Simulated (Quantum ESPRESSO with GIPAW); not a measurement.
## LiH: from the crystal structure to its NMR spectrum

Aim: the magnetic shielding of every site in LiH.

Program: Quantum ESPRESSO with GIPAW 8.0dev (patched build). Level of theory: DFT, PBE, plane-wave PAW (pslibrary 1.0.0 recipes), scalar-relativistic, GIPAW; a patched development version of the program. Results are calculated unless marked as measured.

## Step 1: Starting point

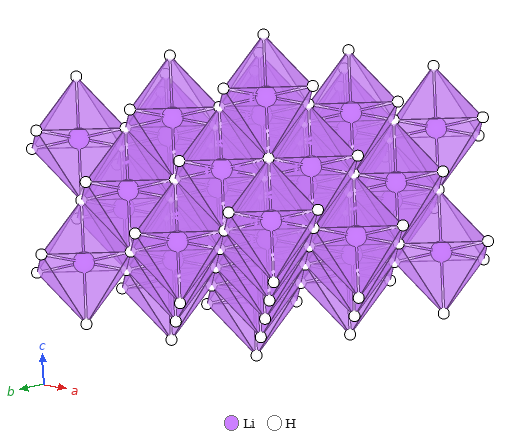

The starting structure, seen from a free direction (lithium purple, hydrogen white). 2×2×1 cells are drawn. This picture shows the conventional cell, with its axes. Some periodic images of atoms are drawn too.

The cell is an entry of the Crystallography Open Database; it need not be the form that is stable at ambient conditions.

A relaxation of the atoms beforehand (Quantum ESPRESSO with GIPAW) moved none by more than 0.003 Å.

## Step 2: Ground state

GIPAW is a response on top of the ground state, so the wavefunctions come first. Their errors pass straight into the induced current, hence the tight threshold. No empty states are asked for: the response is solved without them. The mesh has a spacing of 0.30 Å⁻¹ at most. The PAW files were made with ld1.x from the pslibrary 1.0.0 recipes, with GIPAW reconstruction switched on.

The input, scf.in:

```
&control
  calculation = 'scf'
  prefix = 'x'
  outdir = './tmp/'
  pseudo_dir = './'
/
&system
  ibrav = 0
  nat = 2
  ntyp = 2
  ecutwfc = 55
  ecutrho = 330
  nbnd = 2
/
&electrons
  conv_thr = 1.0d-10
  mixing_beta = 0.7
  electron_maxstep = 100
/
ATOMIC_SPECIES
  Li 6.940 Li.pbe-sl-kjpaw_psl.1.0.0-gipaw.UPF
  H 1.008 H.pbe-kjpaw_psl.1.0.0-gipaw.UPF
CELL_PARAMETERS angstrom
  0.00000000 2.03675000 2.03675000
  2.03675000 0.00000000 2.03675000
  2.03675000 2.03675000 0.00000000
ATOMIC_POSITIONS crystal
  Li 0.00000000 0.00000000 0.00000000
  H 0.50000000 0.50000000 0.50000000
K_POINTS automatic
  9 9 9 0 0 0
```

Command:

```sh
$ mpirun -np 4 pw.x -nk 4 -in scf.in > scf.out
```

Log:

```text
using ibrav=0 with symmetry is DISCOURAGED, use correct ibrav instead

     bravais-lattice index     =            0
     lattice parameter (alat)  =       5.4432  a.u.
     unit-cell volume          =     114.0354 (a.u.)^3
     number of atoms/cell      =            2
     number of atomic types    =            2
     number of electrons       =         4.00
     number of Kohn-Sham states=            2
     kinetic-energy cutoff     =      55.0000  Ry
     charge density cutoff     =     330.0000  Ry
     scf convergence threshold =      1.0E-10
     mixing beta               =       0.7000
     number of iterations used =            8  plain     mixing
     Exchange-correlation= SLA-PW-PBX-PBC
                           (   1   4   3   4   0   0   0)
[...]
Li                3.00     6.94000     Li( 1.00)
     H                 1.00     1.00800     H ( 1.00)

     48 Sym. Ops., with inversion, found
[...]
number of k points=    35
[...]
Dense  grid:    11575 G-vectors     FFT dimensions: (  32,  32,  32)

     Smooth grid:     6231 G-vectors     FFT dimensions: (  25,  25,  25)

     Initial potential from superposition of free atoms

     starting charge       3.9954, renormalised to       4.0000
     Starting wfcs are    6 randomized atomic wfcs

     Self-consistent Calculation

     iteration #  1     ecut=    55.00 Ry     beta= 0.70
     Davidson diagonalization with overlap
     ethr =  1.00E-02,  avg # of iterations =  1.7

     total energy              =     -16.25892372 Ry
     estimated scf accuracy    <       0.05952672 Ry

     iteration #  2     ecut=    55.00 Ry     beta= 0.70
     Davidson diagonalization with overlap
     ethr =  1.49E-03,  avg # of iterations =  2.3

     total energy              =     -16.26939716 Ry
     estimated scf accuracy    <       0.00013550 Ry

     iteration #  3     ecut=    55.00 Ry     beta= 0.70
     Davidson diagonalization with overlap
     ethr =  3.39E-06,  avg # of iterations =  8.3

     total energy              =     -16.27140508 Ry
     estimated scf accuracy    <       0.00019097 Ry

[...]
total energy              =     -16.27141795 Ry
[...]
iteration # 17     ecut=    55.00 Ry     beta= 0.70
     Davidson diagonalization with overlap
     ethr =  2.52E-12,  avg # of iterations =  2.5

     total energy              =     -16.27141795 Ry
     estimated scf accuracy    <          1.1E-10 Ry

     iteration # 18     ecut=    55.00 Ry     beta= 0.70
     Davidson diagonalization with overlap
     ethr =  2.52E-12,  avg # of iterations =  1.0

     End of self-consistent calculation
     [one-electron energies left out]

!    total energy              =     -16.27141795 Ry
     total all-electron energy =       -16.271421 Ry
     estimated scf accuracy    <          2.2E-11 Ry

     The total energy is the sum of the following terms:
     one-electron contribution =      -8.96935639 Ry
     hartree contribution      =       3.77518876 Ry
     xc contribution           =      -4.36064152 Ry
     ewald contribution        =      -6.80545381 Ry
     one-center paw contrib.   =       0.08884500 Ry

     convergence has been achieved in  18 iterations
[...]
JOB DONE.
```

Elapsed: 2.1 s, on 4 MPI ranks of Arm Neoverse V1, shared host; peak memory 0.2 GiB.

It converged in 18 cycles to an estimated accuracy of 2e-11 Ry, on 35 irreducible k-points.

## Step 3: Shieldings

The job finds the current that a weak uniform field induces (applied as a long wave, q_gipaw) and the field that this current makes at each nucleus. On atoms with p or d valence electrons much of the paramagnetic part arises close to the nucleus, where the PAW partial waves rebuild the true states. pawproj makes the reconstruction use the PAW data sets' own projectors.

The input, nmr.in:

```
&inputgipaw
  job = 'nmr'
  prefix = 'x'
  tmp_dir = './tmp/'
  restart_mode = 'from_scratch'
  verbosity = 'low'
  q_gipaw = 0.01
  spline_ps = .true.
  conv_threshold = 1.0d-11
  use_nmr_macroscopic_shape = .false.
  pawproj(1) = .true.
  pawproj(2) = .true.
/
```

Command:

```sh
$ mpirun -np 4 gipaw.x -in nmr.in > nmr.out
```

Log:

```text
[banner, memory and clock lines left out]
[a note of our patched build left out]

     Parallelizing q-star over 1 images

     IMPORTANT: XC functional enforced from input :
     Exchange-correlation= PBE
                           (   1   4   3   4   0   0   0)
     Any further DFT definition will be discarded
     Please, verify this is what you really want

[...]
projs nearly linearly dependent: l=0  n1,n2= 1, 2  s=  0.99968852
[...]
alpha_pv=     88.5194 eV

     spline_ps is .false., expect some extrapolation errors

     q-space interpolation up to    66.00 Rydberg

     GIPAW job: nmr
     NMR macroscopic correction: no
[...]
Computing the magnetic susceptibility     isolve=0    ethr=  0.1000E-10
     Starting from scratch
     k-point #    1 of    35      pool #  1    cpu time:       0.3
[...]
End of magnetic susceptibility calculation

     f-sum rule (1st term):
            -2.8561         -0.0000         -0.0000
            -0.0000         -2.8561         -0.0000
            -0.0000         -0.0000         -2.8561

     f-sum rule (2nd term):
             0.0225          0.0000         -0.0000
            -0.0000          0.0225         -0.0000
            -0.0000         -0.0000          0.0225

     f-sum rule (should be    -2.8326):
            -2.8336         -0.0000         -0.0000
            -0.0000         -2.8336         -0.0000
            -0.0000         -0.0000         -2.8336

[... susceptibilities left out ...]
     Contributions to the NMR chemical shifts: -------------------------------

     Macroscopic shape contribution in ppm:                    0.00
             0.0000          0.0000          0.0000
             0.0000          0.0000          0.0000
             0.0000          0.0000          0.0000

     Core contribution in ppm:

     Atom  1  Li  pos: (  0.000000  0.000000  0.000000)  core sigma:           0.00
     Atom  2  H   pos: (  0.707107  0.707107  0.707107)  core sigma:           0.00

     Bare contribution in ppm:

     Atom  1  Li  pos: (  0.000000  0.000000  0.000000)  bare sigma:          16.55
[...]
Atom  2  H   pos: (  0.707107  0.707107  0.707107)  bare sigma:          21.88
[...]
Diamagnetic contribution in ppm:

     Atom  1  Li  pos: (  0.000000  0.000000  0.000000)  dia sigma:          70.45
[...]
Atom  2  H   pos: (  0.707107  0.707107  0.707107)  dia sigma:           0.98
[...]
Paramagnetic contribution in ppm:

     Atom  1  Li  pos: (  0.000000  0.000000  0.000000)  para sigma:          -1.82
[...]
Atom  2  H   pos: (  0.707107  0.707107  0.707107)  para sigma:           0.00
[...]
Paramagnetic US occ-occ contribution in ppm:

     Atom  1  Li  pos: (  0.000000  0.000000  0.000000)  para_oo sigma:          -0.00
[...]
Atom  2  H   pos: (  0.707107  0.707107  0.707107)  para_oo sigma:           0.00
[...]
Paramagnetic US L_R Q_R contribution in ppm:

     Atom  1  Li  pos: (  0.000000  0.000000  0.000000)  para_lq sigma:          -0.16
[...]
Atom  2  H   pos: (  0.707107  0.707107  0.707107)  para_lq sigma:           0.00
[...]
Total NMR chemical shifts in ppm: ---------------------------------------
     (adopting the Simpson convention for anisotropy and asymmetry)-----------

     Atom  1  Li  pos: (  0.000000  0.000000  0.000000)  Total sigma:          85.02
            85.0220          0.0000          0.0000
             0.0000         85.0220         -0.0000
             0.0000          0.0000         85.0220

     Li      1    anisotropy:      0.00    eta:    0.0000
[...]
Atom  2  H   pos: (  0.707107  0.707107  0.707107)  Total sigma:          22.85
            22.8543         -0.0000         -0.0000
            -0.0000         22.8543         -0.0000
             0.0000          0.0000         22.8543

     H       2    anisotropy:     -0.00    eta:    0.0000
[...]
```

Wall time 8.5 s (4 MPI ranks); peak memory 0.19 GiB; 34 s of CPU time.

The f-sum rule is met to 0.0010 of 2.8 (0.04 %). Converged shieldings require that this miss be small, but a small miss does not prove them.

From the symmetric part of each tensor, with principal values σ11 ≤ σ22 ≤ σ33: σ_iso is their mean, the span is σ33 − σ11 and the skew 3(σ_iso − σ22)/span. (gipaw.x prints an anisotropy in another convention.)

```csv
site,atom no.,atoms in cell,σ_iso (ppm),span (ppm),skew
Li,1,1,85.02,0.00,-
H,2,1,22.85,0.00,-
```

The macroscopic shape term is switched off. For a spherical sample the valence susceptibility of this run would add about 4 ppm to every site, a rough estimate, since the susceptibility converges slowly and lacks part of the PAW terms. Differences within the crystal don't depend on it, but shieldings of different compounds can't be compared to better than a few ppm without it.

Li and H sit on cubic site symmetry, where the tensor must be isotropic.

How the isotropic values are made up (ppm). The core part is that of the free atom's core; bare is the current of the smooth valence states; the last two are what the PAW spheres add to the diamagnetic and the paramagnetic current:

```csv
site,core,bare,"reconstruction, dia","reconstruction, para"
Li,0.0,16.6,70.5,-2.0
H,0.0,21.9,1.0,0.0
```

## Step 4: NMR parameters by site

A shielding is counted from the bare nucleus and a shift from a reference compound, with the opposite sign. Here the reference is a mean over several measured solids, with the slope held at one.

Shifts follow from reference lines fitted to measured solids with this functional and these files. 7Li: δ = (88.06 − σ), zero at aqueous Li+, fitted to 5 measured values, from Li2O, Li2S, LiBr, LiCl and LiF, with a scatter of 1.1 ppm r.m.s., with σ taken with the shape term of a sphere (3.8 ppm here). Kinds of site that fitted badly were split off after the misses were seen, so the scatter is that of the points kept.

Covalently bonded atoms count as neighbours within 1.18 times the sum of their radii. Otherwise a cation's neighbours lie within 1.2 times its shortest bond (1.3 for large cations, each anion's radius taken off where they differ), and an anion's are the cations that count it.

| site | atom no. | atoms in cell | surroundings | bonds (Å) | δ_iso (ppm) |
| --- | --- | --- | --- | --- | --- |
| Li | 1 | 1 | LiH6 | 2.037 | -0.77 |
| H | 2 | 1 | bound to Li6 | 2.037 | - |

## Step 5: Cost against result

Each row names what was changed: another mesh tests the sampling of the zone; another cutoff tests the basis; another functional shows how far the paramagnetic term hangs on the exchange-correlation form.

Changes of σ_iso (ppm) against the run above (PBE, cutoffs 55 and 330 Ry, mesh 9×9×9, 42 s). Times are CPU times of pw.x and gipaw.x together, on 4 MPI ranks of Arm Neoverse V1, shared host; on a shared host they are rough. A run is marked as doubtful where the f-sum miss passes 0.015 electrons, or that much for each three atoms in larger cells (with Tl, Pb, Hg, Bi or Sn a third of that, or a mesh spacing over 0.26 Å⁻¹), or where the susceptibility is unphysically large.

```csv
run,CPU time,f-sum miss,Li,H
mesh 12×12×12,75 s,1.0e-4,+0.00,-0.01
cutoffs 40 and 330 Ry (coarse on purpose),37 s,0.0016,+0.05,-0.09
mesh 6×6×6 (marked),22 s,0.018,-0.19,+0.15
Wu-Cohen,38 s,0.0014,-0.18,-0.44
```

The largest move is -0.44 ppm, on H, from Wu-Cohen.

## Step 6: A bad input

For contrast, the same job on a spoilt input.

Edit nmr.in of step 3 so:

```diff
@@ -6,3 +6,3 @@
   verbosity = 'low'
-  q_gipaw = 0.01
+  q_gipaw = 0.2
   spline_ps = .true.
```

Log:

```text
[banner, memory and clock lines left out]
[a note of our patched build left out]

     Parallelizing q-star over 1 images

     IMPORTANT: XC functional enforced from input :
     Exchange-correlation= PBE
                           (   1   4   3   4   0   0   0)
     Any further DFT definition will be discarded
     Please, verify this is what you really want

[...]
projs nearly linearly dependent: l=0  n1,n2= 1, 2  s=  0.99968852
[...]
alpha_pv=     88.5194 eV

     spline_ps is .false., expect some extrapolation errors

     q-space interpolation up to    66.00 Rydberg

     GIPAW job: nmr
     NMR macroscopic correction: no
[...]
Computing the magnetic susceptibility     isolve=0    ethr=  0.1000E-10
     Starting from scratch
     k-point #    1 of    35      pool #  1    cpu time:       0.3
     ATTENTION: ik=   1  ibnd=  2  eigenvalues differ too much!
        -4.8962     -4.5437
     ATTENTION: ik=   1  ibnd=  2  eigenvalues differ too much!
        -4.8962     -4.5437
[...]
Paramagnetic contribution in ppm:

     Atom  1  Li  pos: (  0.000000  0.000000  0.000000)  para sigma:          -1.80
[...]
Atom  2  H   pos: (  0.707107  0.707107  0.707107)  para sigma:           0.00
[...]
Paramagnetic US occ-occ contribution in ppm:

     Atom  1  Li  pos: (  0.000000  0.000000  0.000000)  para_oo sigma:          -0.00
[...]
Atom  2  H   pos: (  0.707107  0.707107  0.707107)  para_oo sigma:           0.00
[...]
Paramagnetic US L_R Q_R contribution in ppm:

     Atom  1  Li  pos: (  0.000000  0.000000  0.000000)  para_lq sigma:          -0.16
[...]
Atom  2  H   pos: (  0.707107  0.707107  0.707107)  para_lq sigma:           0.00
[...]
Total NMR chemical shifts in ppm: ---------------------------------------
     (adopting the Simpson convention for anisotropy and asymmetry)-----------

     Atom  1  Li  pos: (  0.000000  0.000000  0.000000)  Total sigma:          85.13
[...]
Li      1    anisotropy:     -0.00    eta:    0.0000
[...]
Atom  2  H   pos: (  0.707107  0.707107  0.707107)  Total sigma:          22.62
[...]
H       2    anisotropy:     -0.00    eta:    0.0000
[...]
```

It took 9.1 s on 4 MPI ranks; peak memory 0.19 GiB; 36 s of CPU time.

The run ends without an error, but the fault (a field wave vector far too long) moves σ_iso of H by -0.2 ppm (both without the shape term); the f-sum rule is missed by 7.0e-4 electrons. Here the result hardly suffers, which can't be known without the sound run. The field is then no longer uniform over the cell, and the limit q → 0 is not reached.

## Step 7: What came out

| Quantity | Value |
| --- | --- |
| 7Li shift | -0.77 ppm |
| 1H shielding without shape term | 22.85 ppm |

**Reading.** 7Li has one site (LiH6), with isotropic shift -0.77 ppm. Going to mesh 12×12×12 changes no isotropic shielding by more than 0.0081 ppm, so the main run is converged in that respect. A higher cutoff was not carried through on these files. The largest change with the functional is 0.4 ppm in absolute shielding; part of that drops out once each functional has its own reference line. Hydrogen's values are less sure: the bulk susceptibility matters on its narrow scale, and it is treated as a fixed classical nucleus at 0 K. This build of gipaw.x prints that it is not audited and that its numbers are no references by themselves. It also reports spline_ps as false although the input sets it; why was not traced. pw.x warned of eigenvalues not converged in some cycles of 1 ground-state run, which then met the threshold.

[Banner, clock, file and message-heading lines were taken out of the pw.x and gipaw.x logs.]

[Logs are printed without paths, hosts, clocks, repeated set-up lines and the standing remarks that a program may print on its own settings, such as how far it seeks lower states.]

[Hosts, paths, dates, database ids (printed as entryN), source tags and the programs' standing remarks are cut or masked in the printed files.]

[Where no reference line passes its bar on scatter, no shift is given, so a measured shift of this compound may stand uncompared.]
